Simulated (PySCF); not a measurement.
# POH2: doublet, from a trigonal planar start

Aim: relax POH2 as a doublet from a trigonal planar start, check by its vibrations whether the end is a minimum, and collect its spectrum and constants.

The runs use PySCF 2.14.0; PBE0, basis P def2-TZVP, O def2-TZVP, H def2-TZVP, no relativity, density fitting.

## Step 1: Starting geometry

4 atoms, charge 0, spin multiplicity 2.

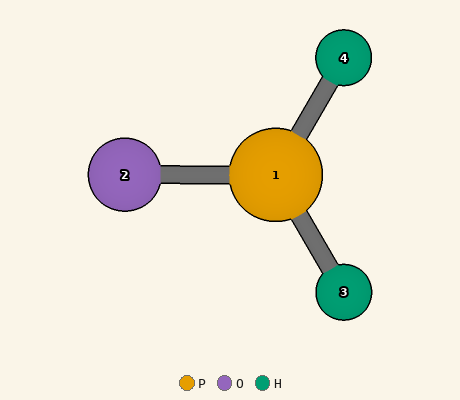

As it starts; phosphorus amber, oxygen purple, hydrogen teal; atoms are numbered from 1 in the order of the file.

Z-matrix (Å, degrees; charge 0 multiplicity 2):
```
P
O  1 1.5900
H  1 1.4300 2 120.00
H  1 1.4300 2 120.00 3 180.00
```

## Step 2: First SCF at the start

The steps below are one call of a driver around PySCF. For each, scf.py gives the equivalent set-up of the SCF; relaxations use the driver's own optimiser. After this first run the driver tries any further starts and a stability analysis.

The input, scf.py:

```python
from pyscf import gto, scf, dft
mol = gto.M(atom='''
P     -0.489770    -0.000000     0.000000
O      1.100250     0.000000     0.000000
H     -1.204770     1.238420     0.000000
H     -1.204760    -1.238410     0.000000''',
    basis={'P': 'def2-TZVP', 'O': 'def2-TZVP', 'H': 'def2-TZVP'},
    charge=0, spin=1)
mf = dft.UKS(mol, xc='PBE0')
mf.grids.atom_grid = (50, 194)
aux = {'P': 'def2-universal-JKFIT', 'O': 'def2-universal-JKFIT', 'H': 'def2-universal-JKFIT'}
mf = mf.density_fit(auxbasis=aux)
mf.conv_tol = 1e-08
mf.diis_space = 10
mf.max_cycle = 60
mf.init_guess = 'minao'
mf.verbose = 4
mf.kernel()
```

Run with:

```bash
$ OMP_NUM_THREADS=2 python axn.py task.json out
```

The runs that follow: Relaxing the doublet from the trigonal planar start; Is it a minimum? Harmonic modes; Leaving the saddle point; Hessian and properties.

Before running it: what results should come out? Wanted: minimum; geometry; wavenumbers; dipole moment; highest occupied, lowest empty level; polar-tensor charge of P1; zero-point energy; atomisation energy; ⟨S²⟩.

**Answer**, as computed:

```
                                          quantity                                                             value
                                           minimum                                                       doublet, Cs
                                          geometry    P–H 1.422 Å (×2), P–O 1.492 Å; H–P–H 102.4°, H–P–O 114.3° (×2)
                                wavenumbers (cm⁻¹)  781 (a'), 833 (a''), 1109 (a'), 1182 (a'), 2343 (a'), 2388 (a'')
                                     dipole moment                                                            2.97 D
highest occupied, lowest empty level (either spin)                                                   -7.20, -3.28 eV
                         polar-tensor charge of P1                                                           +0.67 e
                                 zero-point energy                                                       51.7 kJ/mol
                               entropy at 298.15 K                                                   246.3 J/(mol K)
         atomisation energy (no zero-point energy)                                                       1098 kJ/mol
                                              ⟨S²⟩                                                             0.757
```

**Reading.** The trigonal planar start (C2v) ends in a minimum of Cs symmetry, after a stop at a saddle point 47.1 kJ/mol higher, from which it was pushed off along an imaginary mode. In the infrared the band at 2388 cm⁻¹ (a'', stretch) leads. Most of the spin sits on P1 (Mulliken spin 0.54, against 1 for the whole molecule). Only this shape and spin were tried, so other structures or states may lie lower.
